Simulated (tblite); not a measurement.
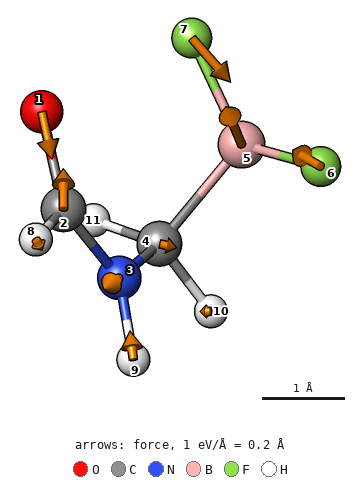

Starting geometry of C2H4BF2NO with the computed forces as orange arrows. A ball-and-stick model, seen from a free direction.

Method: tblite 0.8.0, GFN2-xTB geometry optimisation, gas phase. 

### Is this structure relaxed? If not, where do the atoms go?

It isn't relaxed: the largest force vector, on B5, is 4.48 eV/Å. The final displacements have little in common with the starting forces (cosine between the two patterns 0.30). The energy falls by 51.0 kcal/mol in 70 geometry steps. O1 moves most after the best rigid fit: 1.20 Å. By element the largest moves are O 1.20 Å, H 1.05 Å, B 0.66 Å, F 0.63 Å, N 0.34 Å, C 0.29 Å. Near-neighbour distances that change, for instance: O1–B5 2.972 → 1.645 Å, C2–B5 2.996 → 2.342 Å, C2–N3 1.398 → 1.308 Å, B5–F6 1.446 → 1.356 Å. New bonds form, among them: O1–B5 (2.97 → 1.65 Å). Bond angles that change, for instance: C2–N3–C4 124.2° → 112.8°, B5–C4–H10 105.6° → 113.3°, C2–N3–H9 117.0° → 124.4°. Groups turn about N3–C4 by about 55°.
